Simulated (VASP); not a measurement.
Band structure of InSe (relaxed from the beta-GaS structure, space group P6_3/mmc). Calculation: PBEsol GGA, VASP's PBE PAW potentials (set 64) (plane waves; VASP).

Without a dispersion term in the relaxation, distances and binding between the weakly bound layers, chains or molecules are unreliable, and so is what depends on them. Unless said otherwise, spin-orbit coupling is left out, though it shifts the bands of the heavy elements here.

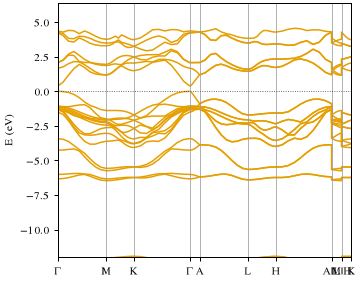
*Bands along high-symmetry lines, zero at the valence-band maximum or, without a gap, the Fermi level*

Q: Read the plot: is there a gap, and where are the band edges?

A: The gap is direct, 0.38 eV, from the valence maximum at Γ to the conduction minimum at Γ. (Edges off the drawn lines would not show.)

Measured: gap 1.17 eV (computed value off by -0.79 eV), as given by Sangtae Kim et al., Scientific Data (2020), doi:10.1038/s41597-020-00723-8.

The structure was generated: InSe was put into the beta-GaS type (P6_3/mmc), a phase also known from measurement. It was relaxed first, which changed the volume by -16 %.
